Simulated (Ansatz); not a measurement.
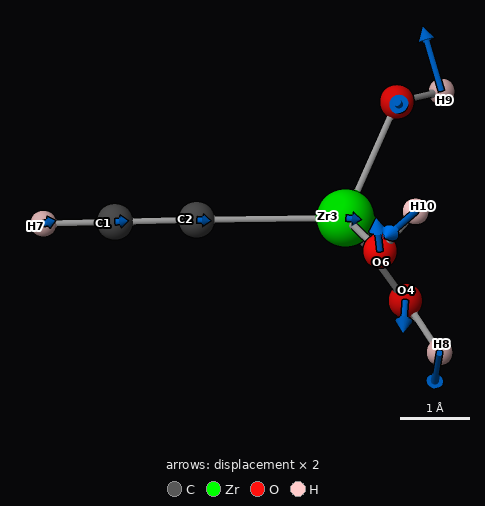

This is a relaxation of C$_{2}$H$_{4}$O$_{3}$Zr. The starting structure is drawn; blue arrows show the displacements, magnified 2 times. The two geometries are superimposed by the best rigid fit.

A ball-and-stick model, seen face on.

The start comes from GFN2-xTB.

Method: RKS PBE0-D4/def2-TZVP (Ansatz 0.2.0).

The input:
```yaml
crystal:
  periodic: [false, false, false]
  atoms:
    - {symbol: C, position_ang: [1.324130, -2.255360, -1.480130]}
    - {symbol: C, position_ang: [0.792730, -1.355640, -0.869530]}
    - {symbol: Zr, position_ang: [-0.179050, 0.298770, 0.212980]}
    - {symbol: O, position_ang: [-1.171200, 1.415390, -0.946760]}
    - {symbol: O, position_ang: [-1.381950, -0.309370, 1.540460]}
    - {symbol: O, position_ang: [1.065010, 1.423340, 1.088550]}
    - {symbol: H, position_ang: [1.790170, -3.042640, -2.013290]}
    - {symbol: H, position_ang: [-0.952420, 2.345300, -1.092110]}
    - {symbol: H, position_ang: [-2.324640, -0.100730, 1.518620]}
    - {symbol: H, position_ang: [1.037230, 1.580930, 2.041220]}
basis:
  gaussian: {orbitals: def2-TZVP}
hamiltonian: {xc: pbe0, dispersion: d4}
relax: {f_tol: 0.005, max_steps: 150}
```

Command:
```bash
ansatz run in.yaml --threads 4 --pin off --events-out ev --progress --plain --max-ram 11315MiB
```

Q: Which element moves most?

A: Hydrogen: up to 0.54 Å, against 0.30 Å for oxygen.

Q: Describe the change and its energy.

A: Over 11 geometry steps the energy falls by 7.85 kcal/mol. The largest force component goes from 1.4 to 0.00056 eV/Å. The atom that moves furthest after the best rigid fit is H10 (0.54 Å). By element the largest moves are H 0.54 Å, O 0.30 Å, Zr 0.13 Å, C 0.12 Å. Some distances before and after: Zr3–O4 1.891 → 1.916 Å, O4–H8 0.966 → 0.952 Å, C2–Zr3 2.203 → 2.213 Å, C1–H7 1.059 → 1.067 Å. Bond angles that change, for instance: Zr3–O5–H9 122.4° → 163.5°, Zr3–O4–H8 122.8° → 163.5°, O4–Zr3–O6 106.1° → 111.1°. Cost: 65 s on 4 threads of Arm Neoverse V1 (shared host).
